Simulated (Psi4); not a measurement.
**Run report: GeCl2, excited-state calculation**

The run: excited-state calculation of GeCl2, SMILES [Cl][Ge][Cl]. Method and program: TDDFT (BHLYP)/def2-TZVPPD, RKS (Psi4 1.11).

The geometry comes from this level: GFN2-xTB.

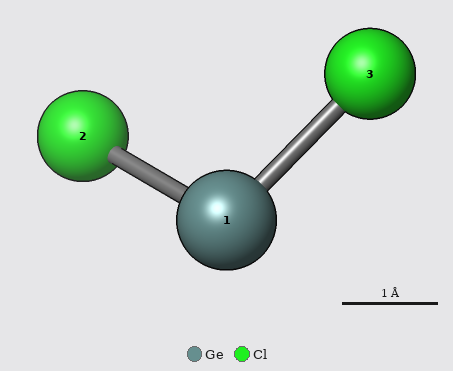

**Figure 1.** The structure as given in the input (ball-and-stick view, seen at a tilt; atoms are numbered from 1 in the order of the input). Sticks mark near contacts. Bond lengths as drawn: Cl–Ge 2.16 Å.

The input (input.inp)
```python
memory 1.6 GB

molecule molecule1 {
  0 1
  Ge     0.004890    -0.007110    -0.931180
  Cl     1.647840    -0.018820     0.474730
  Cl    -1.652730     0.025930     0.456450
  units angstrom
  symmetry c1
}

set {
  basis                def2-TZVPPD
  reference            rks
  puream               true
  scf_type             df
  dft_radial_points    99
  dft_spherical_points 590
  save_jk              true
}

from psi4.driver.procrouting.response.scf_response import tdscf_excitations
e_tot, wfn = energy('bhhlyp', return_wfn=True)
states = tdscf_excitations(wfn, states=4, tda=False)
print_variables()
```

Run on 1 thread of Intel Xeon @ 2.90GHz (Ice Lake), 64 GiB of memory available, shared host.

Launch command:
```bash
psi4 input.inp input.out -n 1
```

What the program printed
```
Psi4 1.11 release

   => Loading Basis Set <=

    Name: DEF2-TZVPPD
    Role: ORBITAL
    Keyword: BASIS

         ---------------------------------------------------------
                                   SCF
                              RKS Reference
                        1 Threads,   1525 MiB Core
         ---------------------------------------------------------

  ==> Geometry <==

    Molecular point group: c1
    Full point group: Cs

    Geometry (in Angstrom), charge = 0, multiplicity = 1:

       Center              X                  Y                   Z               Mass
    ------------   -----------------  -----------------  -----------------  -----------------
         GE          -0.003636124827    -0.679066044553    -0.000000000000    73.921177761000
         CL          -1.646593445487     0.726884166937     0.000000000000    34.968852682000
         CL           1.654279903838     0.708603644097     0.000000000000    34.968852682000

  Running in c1 symmetry.

  Rotational constants: A =      0.24042  B =      0.08849  C =      0.06468 [cm^-1]
  Rotational constants: A =   7207.53165  B =   2652.74046  C =   1939.06523 [MHz]
  Nuclear repulsion =  312.606017933749115

  Charge       = 0
  Multiplicity = 1
  Electrons    = 66
  Nalpha       = 33
  Nbeta        = 33

  ==> Algorithm <==

  SCF Algorithm Type is DF.
  DIIS enabled.
  MOM disabled.
  Fractional occupation disabled.
  Guess Type is SAD.
  Energy threshold   = 1.00e-06
  Density threshold  = 1.00e-06
  Integral threshold = 1.00e-12

  ==> Primary Basis <==

  Basis Set: DEF2-TZVPPD
    Blend: DEF2-TZVPPD
    Number of shells: 52
    Number of basis functions: 156
    Number of Cartesian functions: 178
    Spherical Harmonics?: true
    Max angular momentum: 3

  ==> DFT Potential <==

   => LibXC <=

    Version 7.1.2

   => Composite Functional: BHANDHLYP <=

    BHandHLYP Hyb-GGA Exchange-Correlation Functional

    Defined through Gaussian implementation.

    Deriv               =              1
    GGA                 =           TRUE
    Meta                =          FALSE

    Exchange Hybrid     =           TRUE
    MP2 Hybrid          =          FALSE

   => Exchange Functionals <=

    0.5000         Becke 88

   => Exact (HF) Exchange <=

    0.5000               HF

   => Correlation Functionals <=

    1.0000   Lee, Yang & Parr

   => LibXC Density Thresholds  <==

    XC_HYB_GGA_XC_BHANDHLYP:  1.00E-15

   => Molecular Quadrature <=

    Radial Scheme          =       TREUTLER
    Pruning Scheme         =           NONE
    Nuclear Scheme         =       TREUTLER

    Blocking Scheme        =         OCTREE
    BS radius alpha        =              1
    Pruning alpha          =              1
    Radial Points          =             99
    Spherical Points       =            590
    Total Points           =         169015
    Total Blocks           =           1372
    Max Points             =            256
    Max Functions          =            141
    Weights Tolerance      =       1.00E-15

   => Loading Basis Set <=

    Name: (DEF2-TZVPPD AUX)
    Role: JKFIT
    Keyword: DF_BASIS_SCF

  ==> Integral Setup <==

  DFHelper Memory: AOs need 0.099 GiB; user supplied 0.580 GiB.
  SCF_SUBTYPE=INCORE selected. In-core MEM_DF algorithm will be used.
  Using in-core AOs.

  ==> MemDFJK: Density-Fitted J/K Matrices <==

    J tasked:                   Yes
    K tasked:                   Yes
    wK tasked:                   No
    Memory [MiB]:               593
    Algorithm:                 Core
    Schwarz Cutoff:           1E-12
    Mask sparsity (%):       4.3393
    Fitting Condition:        1E-10

   => Auxiliary Basis Set <=

  Basis Set: (DEF2-TZVPPD AUX)
    Blend: DEF2-UNIVERSAL-JKFIT
    Number of shells: 136
    Number of basis functions: 522
    Number of Cartesian functions: 681
    Spherical Harmonics?: true
    Max angular momentum: 5

  Cached 100.0% of DFT collocation blocks in 0.538 [GiB].

  Minimum eigenvalue in the overlap matrix is 1.1698618370E-03.
  Reciprocal condition number of the overlap matrix is 2.0187721288E-04.
    Using symmetric orthogonalization.

  ==> Pre-Iterations <==

  SCF Guess: Superposition of Atomic Densities via on-the-fly atomic UHF (no occupation information).

   -------------------------
    Irrep   Nso     Nmo
   -------------------------
     A        156     156
   -------------------------
    Total     156     156
   -------------------------

  ==> Iterations <==

                           Total Energy        Delta E     RMS |[F,P]|

   @DF-RKS iter SAD: -2993.65925605974417   -2.99366e+03   0.00000e+00
   @DF-RKS iter   1: -2996.17439310431382   -2.51514e+00   1.86297e-02 DIIS/ADIIS
   @DF-RKS iter   2: -2995.41215225501173    7.62241e-01   2.57725e-02 DIIS/ADIIS
   @DF-RKS iter   3: -2997.49972250238716   -2.08757e+00   6.26107e-04 DIIS/ADIIS
   @DF-RKS iter   4: -2997.50196860860251   -2.24611e-03   1.16674e-04 DIIS/ADIIS
   @DF-RKS iter   5: -2997.50205748132885   -8.88727e-05   2.95568e-05 DIIS
   @DF-RKS iter   6: -2997.50206712123918   -9.63991e-06   1.06741e-05 DIIS
   @DF-RKS iter   7: -2997.50206862826099   -1.50702e-06   1.41858e-06 DIIS
   @DF-RKS iter   8: -2997.50206867204815   -4.37872e-08   9.37257e-07 DIIS
  Energy and wave function converged.

  ==> Post-Iterations <==

   Electrons on quadrature grid:
      Ntotal   =   65.9999996754 ; deviation = -3.246e-07

    Orbital Energies [Eh]
    ---------------------

    Doubly Occupied:

       1A   -401.296769     2A   -102.793162     3A   -102.793101
       4A    -50.749209     5A    -45.106054     6A    -45.104582
       7A    -45.103885     8A     -9.881438     9A     -9.881372
      10A     -7.529830    11A     -7.529764    12A     -7.527678
      13A     -7.527613    14A     -7.526634    15A     -7.526568
      16A     -6.657140    17A     -4.755850    18A     -4.751618
      19A     -4.748789    20A     -1.446244    21A     -1.444438
      22A     -1.441688    23A     -1.441172    24A     -1.437609
      25A     -0.949432    26A     -0.921837    27A     -0.591150
      28A     -0.455540    29A     -0.425345    30A     -0.417986
      31A     -0.390424    32A     -0.376603    33A     -0.333981

    Virtual:

      34A     -0.082083    35A      0.010237    36A      0.014722
      37A      0.031757    38A      0.057993    39A      0.060251
      40A      0.066564    41A      0.073948    42A      0.083461
      43A      0.083734    44A      0.113853    45A      0.133690
      46A      0.140710    47A      0.151244    48A      0.173453
      49A      0.189198    50A      0.198138    51A      0.206528
      52A      0.238263    53A      0.247277    54A      0.254027
      55A      0.260540    56A      0.268883    57A      0.276045
      58A      0.276183    59A      0.291506    60A      0.312601
      61A      0.366790    62A      0.386124    63A      0.399517
      64A      0.420024    65A      0.439939    66A      0.489753
      67A      0.505887    68A      0.508366    69A      0.535119
      70A      0.573967    71A      0.575627    72A      0.599425
      73A      0.627382    74A      0.646631    75A      0.659003
      76A      0.663767    77A      0.670527    78A      0.677382
      79A      0.677741    80A      0.683435    81A      0.697414
      82A      0.697482    83A      0.752143    84A      0.801999
      85A      0.835242    86A      1.052102    87A      1.063356
      88A      1.065963    89A      1.095061    90A      1.100403
      91A      1.136762    92A      1.161065    93A      1.206827
      94A      1.240465    95A      1.284701    96A      1.285210
      97A      1.303698    98A      1.443418    99A      1.498692
     100A      2.013008   101A      2.015433   102A      2.020114
     103A      2.024690   104A      2.040333   105A      2.051475
     106A      2.057403   107A      2.061046   108A      2.078426
     109A      2.083663   110A      2.190000   111A      2.192560
     112A      2.195725   113A      2.196732   114A      2.196846
     115A      2.207169   116A      2.215717   117A      2.265570
     118A      2.386053   119A      2.406371   120A      2.418403
     121A      2.424627   122A      2.430569   123A      2.470963
     124A      2.479210   125A      2.505966   126A      2.557942
     127A      2.577690   128A      2.742288   129A      2.857151
     130A      2.866229   131A      2.916203   132A      2.923126
     133A      2.991379   134A      3.064567   135A      3.918909
     136A      4.338143   137A      4.869031   138A      5.550420
     139A      8.347368   140A      8.351038   141A      8.351613
     142A      8.353183   143A      8.384630   144A      8.391371
     145A      8.396950   146A      8.418634   147A      8.461628
     148A      8.463950   149A     11.042221   150A     11.046521
     151A     11.080383   152A     11.095320   153A     11.370133
     154A     11.412329   155A     25.449113   156A     25.484678

    Final Occupation by Irrep:
              A
    DOCC [    33 ]
    NA   [    33 ]
    NB   [    33 ]

  @DF-RKS Final Energy: -2997.50206867204815

   => Energetics <=

    Nuclear Repulsion Energy =            312.6060179337491149
    One-Electron Energy =               -4789.2837481376500364
    Two-Electron Energy =                1548.5082819328933965
    DFT Exchange-Correlation Energy =     -69.3326204010403870
    Empirical Dispersion Energy =           0.0000000000000000
    VV10 Nonlocal Energy =                  0.0000000000000000
    Total Energy =                      -2997.5020686720476988

Computation Completed

Properties will be evaluated at   0.000000,   0.000000,   0.000000 [a0]

Properties computed using the SCF density matrix

 Multipole Moments:

 ------------------------------------------------------------------------------------
     Multipole            Electronic (a.u.)      Nuclear  (a.u.)        Total (a.u.)
 ------------------------------------------------------------------------------------

 L = 1.  Multiply by 2.5417464519 to convert [e a0] to [Debye]
 Dipole X            :         -0.0304744            0.0270492           -0.0034252
 Dipole Y            :         -5.8432350            5.0515769           -0.7916581
 Dipole Z            :          0.0000000            0.0000000            0.0000000
 Magnitude           :                                                    0.7916655

 ------------------------------------------------------------------------------------

	total time  =          6 seconds =       0.10 minutes

******************************************************************************************
**********                               WARNING                                **********
**********       The names of excited state variables changed between 1.5       **********
**********     and 1.6. For a quick solution, remove the symmetry specifier     **********
**********   from the variable name. For full details, see 'Notes on Psivars'   **********
**********                        in the documentation.                         **********
******************************************************************************************

         ---------------------------------------------------------
                         TDSCF excitation energies
         ---------------------------------------------------------

  ==> Options <==

     Residual threshold  : 1.0000e-04
     Initial guess       : denominators
     Reference           : RHF
     Solver type         : RPA (Hamiltonian)

  ==> Requested Excitations <==

      4 singlet states with A symmetry

  ==> Seeking the lowest 4 singlet states with A symmetry

                        Generalized Hamiltonian Solver

  ==> Options <==

    Max number of iterations        = 60
    Eigenvector tolerance           = 1.0000e-04
    Max number of expansion vectors = 800

  => Iterations <=
                              Max[D[value]]     Max[|R|]   # vectors
  HamiltonianSolver iter   1:   2.36692e-01  1.95455e-01     16
  HamiltonianSolver iter   2:   9.86188e-03  5.71063e-02     24
  HamiltonianSolver iter   3:   6.07134e-04  1.85752e-02     32
  HamiltonianSolver iter   4:   2.93745e-05  4.52931e-03     40
  HamiltonianSolver iter   5:   1.96833e-06  1.27637e-03     48
  HamiltonianSolver iter   6:   1.06606e-07  3.72340e-04     56
  HamiltonianSolver iter   7:   7.12177e-09  9.75361e-05     60      Converged

******************************************************************************************
**********                               WARNING                                **********
**********  Length-gauge rotatory strengths are **NOT** gauge-origin invariant  **********
******************************************************************************************

                                    Excitation Energy         Total Energy        Oscillator Strength             Rotatory Strength
     #   Sym: GS->ES (Trans)        au              eV              au          au (length)    au (velocity)    au (length)    au (velocity)
    ---- -------------------- --------------- --------------- --------------- --------------- --------------- --------------- ---------------
     1        A->A (1 A)       0.14774         4.02010        -2997.35433      0.0278          0.0259         -0.0000         -0.0000
     2        A->A (1 A)       0.18507         5.03597        -2997.31700      0.0000          0.0000          0.0000         -0.0000
     3        A->A (1 A)       0.21206         5.77042        -2997.29001      0.0202          0.0208         -0.0000         -0.0000
     4        A->A (1 A)       0.23178         6.30697        -2997.27029      0.0084          0.0082         -0.0000          0.0000

Contributing excitations and de-excitations
Only contributions with abs(coeff) > 1.00e-01 will be printed:

Excited State    1 (1 A):   0.14774 au   308.41 nm f = 0.0278
  Sums of squares: Xssq =  1.010516e+00; Yssq =  1.051610e-02; Xssq - Yssq =  1.000000e+00
     33a  ->  34a    -0.998396 (99.680%)

Excited State    2 (1 A):   0.18507 au   246.20 nm f = 0.0000
  Sums of squares: Xssq =  1.000515e+00; Yssq =  5.148378e-04; Xssq - Yssq =  1.000000e+00
     32a  ->  34a    -0.994868 (98.976%)

Excited State    3 (1 A):   0.21206 au   214.86 nm f = 0.0202
  Sums of squares: Xssq =  1.002841e+00; Yssq =  2.840654e-03; Xssq - Yssq =  1.000000e+00
     31a  ->  34a    -0.954473 (91.102%)
     33a  ->  35a     0.236044 ( 5.572%)

Excited State    4 (1 A):   0.23178 au   196.58 nm f = 0.0084
  Sums of squares: Xssq =  1.001315e+00; Yssq =  1.314812e-03; Xssq - Yssq =  1.000000e+00
     29a  ->  34a     0.992928 (98.591%)

******************************************************************************************
**********                               WARNING                                **********
**********       The names of excited state variables changed between 1.5       **********
**********     and 1.6. For a quick solution, remove the symmetry specifier     **********
**********   from the variable name. For full details, see 'Notes on Psivars'   **********
**********                        in the documentation.                         **********
******************************************************************************************

  Variable Map:
  ----------------------------------------------------------------------------
  "CURRENT ENERGY"              =>   -2997.502068672048
  "CURRENT REFERENCE ENERGY"    =>   -2997.502068672048
  "DD SOLVATION ENERGY"         =>       0.000000000000
  "DFT FUNCTIONAL TOTAL ENERGY" =>   -2997.502068672048
  "DFT TOTAL ENERGY"            =>   -2997.502068672048
  "DFT VV10 ENERGY"             =>       0.000000000000
  "DFT XC ENERGY"               =>     -69.332620401040
  "GRID ELECTRONS ALPHA"        =>      32.999999837707
  "GRID ELECTRONS BETA"         =>      32.999999837707
  "GRID ELECTRONS TOTAL"        =>      65.999999675414
  "NUCLEAR REPULSION ENERGY"    =>     312.606017933749
  "ONE-ELECTRON ENERGY"         =>   -4789.283748137650
  "PCM POLARIZATION ENERGY"     =>       0.000000000000
  "PE ENERGY"                   =>       0.000000000000
  "SCF ITERATION ENERGY"        =>   -2997.502068672048
  "SCF ITERATIONS"              =>       8.000000000000
  "SCF TOTAL ENERGY"            =>   -2997.502068672048
  "TWO-ELECTRON ENERGY"         =>    1548.508281932893
  "XC GRID RADIAL POINTS"       =>      99.000000000000
  "XC GRID SPHERICAL POINTS"    =>     590.000000000000
  "XC GRID TOTAL POINTS"        =>  169015.000000000000

  Array Variable Map:
  ----------------------------------------------------------------------------
  "CURRENT DIPOLE"              =>      -0.003425209664 ... 0.000000000834 1 by 3
  "SCF DIPOLE"                  =>      -0.003425209664 ... 0.000000000834 1 by 3
  "SCF TOTAL ENERGIES"          =>   -2993.659256059744 ... -2997.502068672048 1 by 9

    Psi4 run time: 0:00:42.01
```

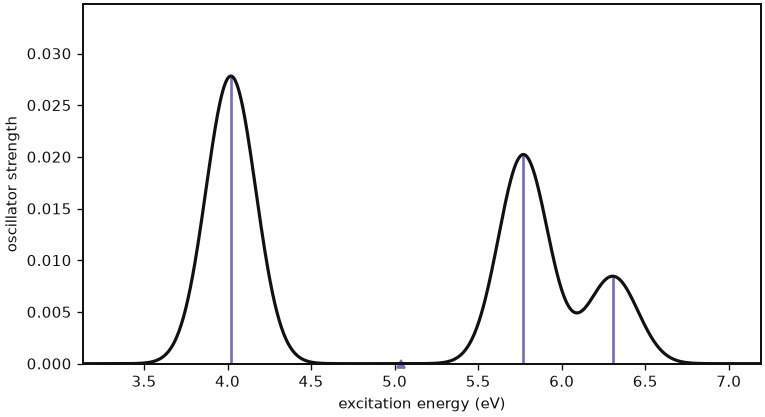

**Figure 2.** Computed excitations as sticks (degenerate states added up, dark ones marked on the axis), with a Gaussian envelope of 0.35 eV full width at half maximum, scaled to the tallest. Of the 4 states the lowest lies at 4.02 eV (f = 0.028); the strongest line is at 4.02 eV, or 308 nm (f = 0.028).

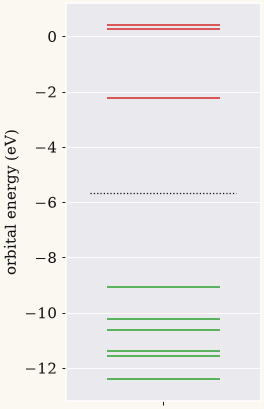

**Figure 3.** Orbital energies near the frontier; the dotted line parts filled from empty levels, and levels within 0.02 eV of each other stand side by side. Highest filled −9.09 eV, lowest empty −2.23 eV, 6.86 eV apart.

Summary

```tsv
quantity	value
outcome	converged
total energy	−2997.502069 hartree
basis functions	156
HOMO	−9.09 eV
LUMO	−2.23 eV
dipole moment	2.01 D
lowest excitation	4.02 eV
wall time	43 s
peak memory	0.89 GiB
```
